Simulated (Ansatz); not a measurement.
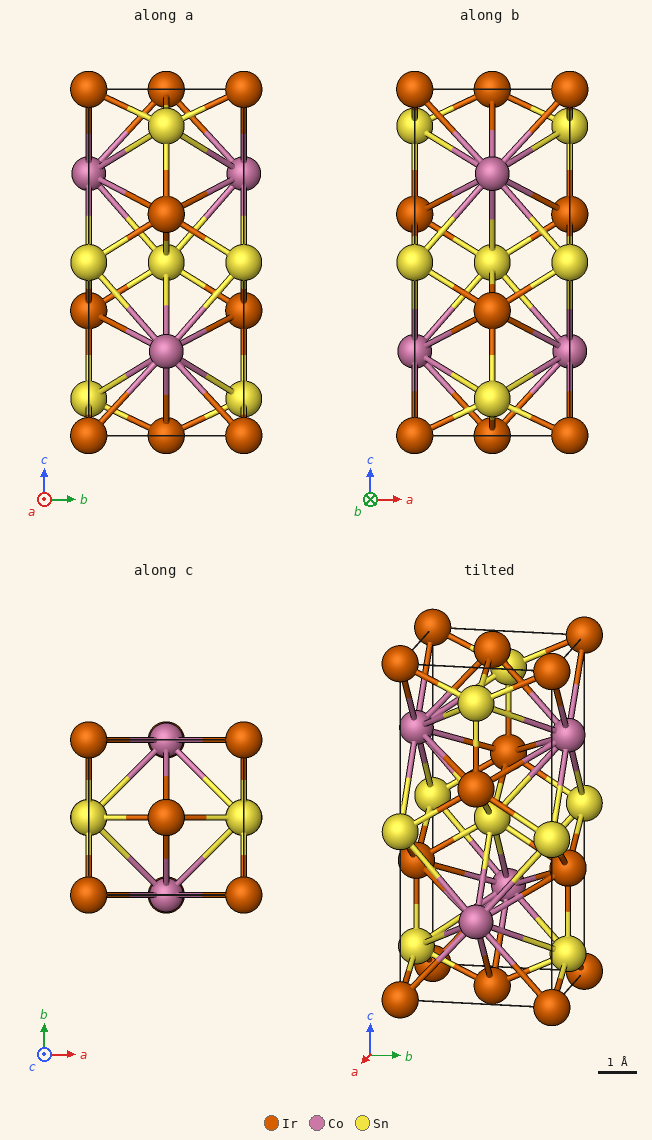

Ball-and-stick drawing of the structure, looking along the a axis, along the b axis, along the c axis and slightly off an axis. Thin lines show the conventional unit cell, with boundary atoms drawn in all their periodic places.

Lattice parameters: a = 4.155 Å, b = 4.155 Å, c = 9.277 Å, α = 90.00°, β = 90.00°, γ = 90.00°. Put a along x and b in the xy plane.

**Write down what is shown as a POSCAR file, with free fractional coordinates to two decimals.**

```
Ir Co Sn
1.0
     4.155    0.000    0.000
     0.000    4.155    0.000
     0.000    0.000    9.277
Ir Co Sn
4 2 4
Direct
  0.00 0.50 0.64
  0.50 0.00 0.36
  0.00 0.00 0.00
  0.50 0.50 0.00
  0.00 0.50 0.24
  0.50 0.00 0.76
  0.00 0.00 0.50
  0.50 0.50 0.50
  0.00 0.50 0.89
  0.50 0.00 0.11
```

The structure is a generated cell, made by putting these elements into a known structure type (the compound may or may not exist in this form); no relaxation was done. A calculation with Ansatz used it as input.

At this level of theory the cell isn't at rest (compressed, at 55 GPa and forces up to 7.3 eV/Å), so its distances can differ from those at equilibrium, the more so the softer the solid.
